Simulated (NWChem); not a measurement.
# CF (SMILES [C]F) at UPBE0/cc-pVTZ

What is the vertical doublet–quartet gap of CF at UPBE0/cc-pVTZ? 

The results are computed with NWChem 7.3.0.

2 further runs of the same task are left out: 2 set aside as unsound or not needed.

## 1. The structure to begin with

CF has 2 atoms, charge 0, and is taken as a doublet. SMILES: `[C]F`. Geometry: relaxed at PBE0-D4/def2-TZVP.

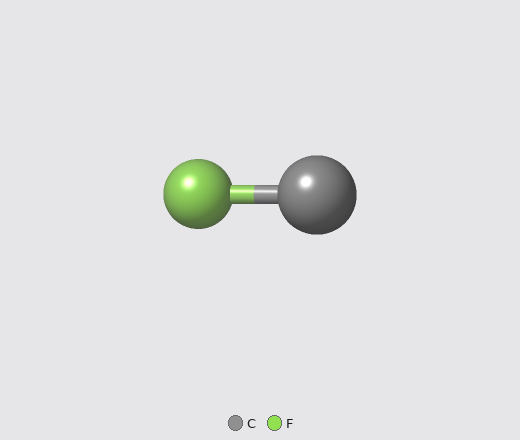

Viewed from a chosen angle; carbon grey, fluorine green.

## 2. Energy and forces at UPBE0/cc-pVTZ

File geom.nw:

```
start geom
title "CF gradient"
memory 2200 mb
geometry units atomic noautosym nocenter noautoz
 C   0.00000000  0.00000000  0.00582036
 F   0.00000000  0.00000000  2.40244662
end
basis "ao basis" spherical bse
 C library cc-pVTZ
 F library cc-pVTZ
end
dft
 xc pbe0
 mult 2
 grid xfine
 convergence energy 1e-08
 iterations 100
 mulliken
end
task dft gradient
```

Command:

```sh
nwchem geom.nw > geom.out
```

The program printed:

```text
[...]
          Wavefunction type:  spin polarized.
          No. of atoms     :     2
          No. of electrons :    15
[...]
          Charge           :     0
          Spin multiplicity:     2
[...]
          AO basis - number of functions:    60
[...]
              XC Information
              --------------
                         PBE0 Method XC Functional
                     Hartree-Fock (Exact) Exchange  0.250
          PerdewBurkeErnzerhof Exchange Functional  0.750
            Perdew 1991 LDA Correlation Functional  1.000 local
           PerdewBurkeErnz. Correlation Functional  1.000 non-local
[...]
 d= 0,ls=0.0,diis     1   -137.6381782507 -1.60D+02  6.04D-03  1.25D-01     2.7
[...]
 d= 0,ls=0.0,diis     9   -137.6885024318 -4.19D-09  3.06D-07  2.40D-09    22.0
[...]
         Total DFT energy =     -137.688502431803
      One electron energy =     -234.106069021383
           Coulomb energy =       89.473338991836
    Exchange-Corr. energy =      -15.587445738757
 Nuclear repulsion energy =       22.531673336501
[...]
      Total Density - Mulliken Population Analysis
     ---------------------------------------------
    Atom       Charge   Shell Charges
 -----------   ------   -------------------------------------------------------
    1 C    6     6.00   1.95  0.24  1.00  0.72  0.61  0.98  0.38  0.03  0.07  0.02
    2 F    9     9.00   1.94  0.28  1.07  0.56  1.56  2.39  1.17  0.00  0.02  0.00
[...]
      <S2> =      0.7543 (Exact =     0.7500)
[...]
  wavefunction    = open shell
                         DFT ENERGY GRADIENTS
    atom               coordinates                        gradient
                 x          y          z           x          y          z
   1 C       0.000000   0.000000   0.005820   -0.000000   0.000000   0.000405
   2 F       0.000000   0.000000   2.402447    0.000000  -0.000000  -0.000405
[...]
```

It took 33 s on 1 thread of Intel Xeon at 2.50GHz (Skylake/Cascade Lake), shared host; peak memory 0.12 GiB.

## 3. The quartet: the energy at UPBE0/cc-pVTZ

File cf.xyz:

```xyz
2
CF
C      0.000000     0.000000     0.003080
F      0.000000     0.000000     1.271320
```

File cf.nw:

```
start cf
title "CF"
memory total 2200 mb
charge 0

geometry noautosym nocenter noautoz
  load cf.xyz
end

basis spherical bse
  C library cc-pVTZ
  F library cc-pVTZ
end

dft
  xc pbe0
  mult 4
  grid xfine
  convergence energy 1e-08
  iterations 100
  mulliken
end

task dft energy
```

Command:

```sh
nwchem cf.nw > cf.out
```

The program printed:

```text
[...]
          Wavefunction type:  spin polarized.
          No. of atoms     :     2
          No. of electrons :    15
[...]
          Charge           :     0
          Spin multiplicity:     4
[...]
          AO basis - number of functions:    60
[...]
              XC Information
              --------------
                         PBE0 Method XC Functional
                     Hartree-Fock (Exact) Exchange  0.250
          PerdewBurkeErnzerhof Exchange Functional  0.750
            Perdew 1991 LDA Correlation Functional  1.000 local
           PerdewBurkeErnz. Correlation Functional  1.000 non-local
[...]
 d= 0,ls=0.0,diis     1   -137.4831546364 -1.60D+02  8.87D-03  1.83D-01     2.8
[...]
 d= 0,ls=0.0,diis    10   -137.5633677958 -5.26D-09  3.32D-07  4.97D-10    24.2
[...]
         Total DFT energy =     -137.563367795753
      One electron energy =     -234.272021364878
           Coulomb energy =       89.866998028714
    Exchange-Corr. energy =      -15.690019415420
 Nuclear repulsion energy =       22.531674955831
[...]
      Total Density - Mulliken Population Analysis
     ---------------------------------------------
    Atom       Charge   Shell Charges
 -----------   ------   -------------------------------------------------------
    1 C    6     5.93   1.95  0.19  0.69  0.30  0.80  1.34  0.55  0.02  0.07  0.02
    2 F    9     9.07   1.94  0.28  1.06  0.58  1.57  2.39  1.23  0.00  0.02  0.00
[...]
      <S2> =      3.7530 (Exact =     3.7500)
[...]
```

Wall time 25 s (1 thread of Intel Xeon at 2.50GHz (Skylake/Cascade Lake), shared host); peak memory 0.11 GiB.

## 4. Outcome

Level: UPBE0/cc-pVTZ.

| quantity | value |
| --- | --- |
| doublet: total energy | -137.68850 Eh |
| doublet: dipole moment | 0.81 D |
| doublet: HOMO energy (highest over α and β) | -6.15 eV |
| doublet: LUMO energy (lowest over α and β) | -2.65 eV |
| doublet: ⟨S²⟩ | 0.754 |
| doublet: largest force on an atom | 0.021 eV/Å |
| quartet: total energy | -137.56337 Eh |
| quartet: dipole moment | 0.48 D |
| quartet: HOMO energy (highest over α and β) | -6.74 eV |
| quartet: LUMO energy (lowest over α and β) | -5.31 eV |
| quartet: ⟨S²⟩ | 3.753 |
| vertical energy of the quartet above the doublet | 3.405 eV |

In words: At this shape the quartet lies 3.41 eV (79 kcal/mol) above the doublet.
